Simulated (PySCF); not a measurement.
The calculation's input:

```
{"job": {"kind": "nmr", "xc": "PBE0", "basis": "pcSseg-1"}, "charge": 0, "multiplicity": 1}
C      2.222362    -0.467934     0.552460
Si     1.218140     0.887363    -0.310799
C     -0.276704     0.115751    -1.208530
Si    -1.581245    -0.699971    -0.114738
N     -2.229288     0.486402     0.941204
F     -0.917370    -1.771986     0.894769
H      2.633559    -1.171371    -0.166665
H      3.052873    -0.051298     1.114581
H      1.602402    -1.031418     1.242562
H      0.771539     1.902596     0.652454
H      2.055246     1.548800    -1.329825
H      0.090231    -0.624671    -1.918810
H     -0.758709     0.887791    -1.806330
H     -2.526232    -1.530104    -0.862878
H     -2.605126     1.339019     0.565238
H     -2.759276     0.189977     1.743897
```

Run with:

```sh
OMP_NUM_THREADS=1 python probes_run.py task.json out
```

Geometry: GFN2-xTB.

All numbers below come from PBE0/pcSseg-1, SCF density, gas phase, non-relativistic (PySCF 2.14.0).

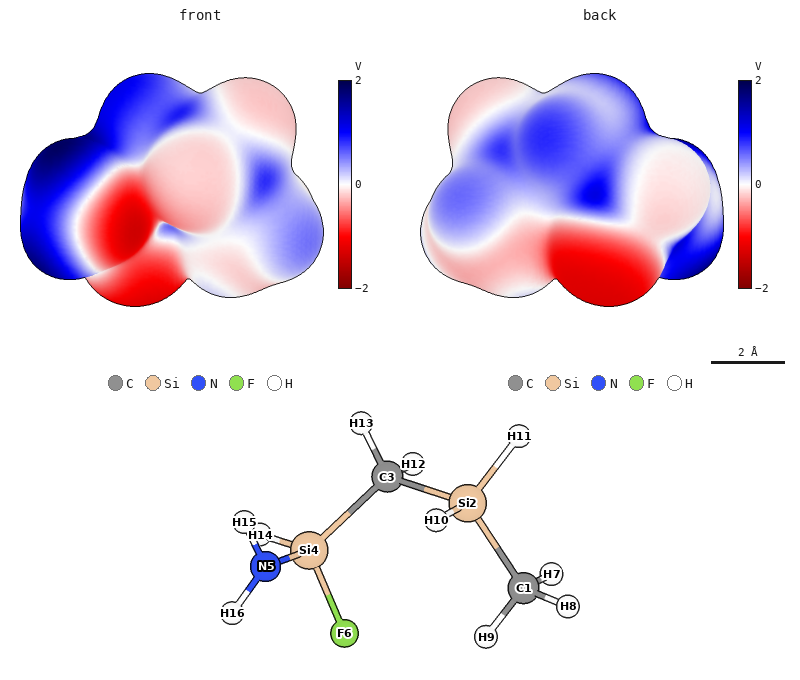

C₂H₁₀FNSi₂. The electrostatic potential painted on the density surface at 0.002 e/bohr³, seen from the front and from behind; red is negative and blue positive. The bare structure is drawn below in the same view.

### Describe the electrostatic potential map.

The most negative region (about −1.3 V) lies over N5, the most positive (about +1.8 V) over H15. N5 is the likeliest acceptor of a hydrogen bond.

### How polar is the molecule by this calculation?

Its dipole moment is 2.07 D.
